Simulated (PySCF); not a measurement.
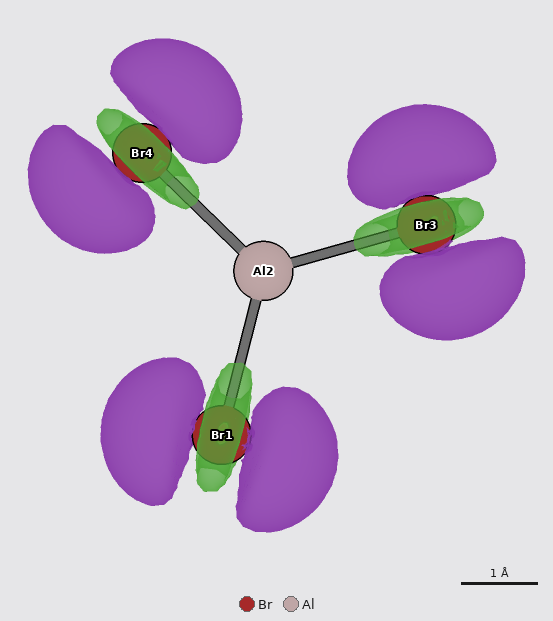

Figure 1: AlBr$_{3}$, SMILES `Br[Al](Br)Br`. Fukui function f⁻ = ρ(N) − ρ(N−1) at fixed geometry, surfaces at ±0.015 e/Å³ (purple positive, green negative).

PySCF calculation, ωB97X/def2-TZVP, gas phase; geometry: GFN2-xTB. No frequency check shows the geometry to be a minimum. GFN2-xTB bond lengths at metals and heavier atoms can be off by up to 0.1 Å and shapes distorted, which carries into these values.

Coordinates in Å:

```
Br1      1.4839   -1.6848    0.0000
Al2     -0.0008    0.0000    0.0000
Br3      0.7173    2.1274    0.0000
Br4     -2.2009   -0.4426    0.0000
```

> On which atoms does the density change most on removal of an electron?

f⁻ (Hirshfeld-condensed) is largest on Br1, Br3 and Br4 (0.30 each); the vertical ionisation energy is 11.03 eV (the stability of the cation's solution wasn't checked). Condensed values hint at sites of electrophilic attack but needn't mark the atom that reacts. Orbital relaxation makes it negative in places (0.11 e in all).
